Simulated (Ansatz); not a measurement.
# BaTiO3 under a change: O → F

The reference is BaTiO3 in the cubic perovskite structure (space group Pm-3m, No. 221; a = 3.9940 Å).

The change: every O is replaced by F; the structure is relaxed again.

The values are results of r2SCAN/PAW in Ansatz (a program for electronic structure), no SOC, not measurements. k-mesh 11×11×11 (Γ-centred); smearing 0.05 eV (Fermi–Dirac), for the changed cell.

The volume per atom rises by 2.51 Å³ (12.74 Å³ → 15.25 Å³) and the density shrinks by 0.804 g/cm³, from 6.08 g/cm³ to 5.27 g/cm³. The space group is still Pm-3m (No. 221) and the shortest interatomic distance goes up by 0.123 Å to 2.120 Å. The band gap goes from 2.17 eV to zero.

Final structure:

```
BaTiF3
1.0
    4.24078     0.00000     0.00000
    0.00000     4.24078     0.00000
    0.00000     0.00000     4.24078
Ba Ti F
1 1 3
Direct
  0.00000   0.00000   0.00000
  0.50000   0.50000   0.50000
  0.00000   0.50000   0.50000
  0.50000   0.50000   0.00000
  0.50000   0.00000   0.50000
```

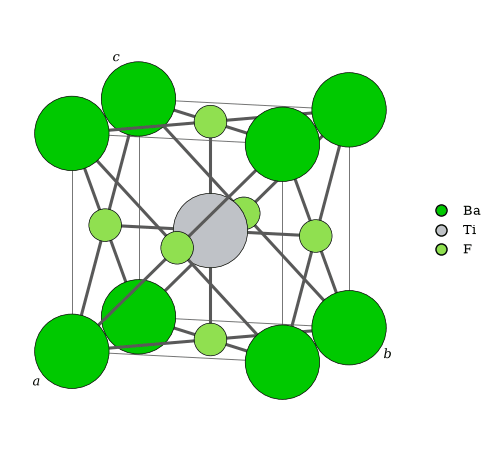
Fig. 1. The relaxed conventional cell after the change

Cost of the whole job for the changed cell (relaxation, final SCF and bands): around 2.6 core-minutes (rough).

Whether these cells are dynamically stable was not tested. As relaxed here, BaTiF3 is a hypothetical phase, not in the database extracts checked. No Hubbard U is applied, and correlation can decide whether such a compound is a metal. The final runs are not spin-polarised. An odd electron count without spin: BaTiF3. Many cubic perovskites are stable only at high temperature; tilts and polar distortions were not tested. BaTiF3 has a high density of states at the Fermi level and may be magnetic at this level. This is not the structure that BaTiO3 has at room temperature and ambient pressure.
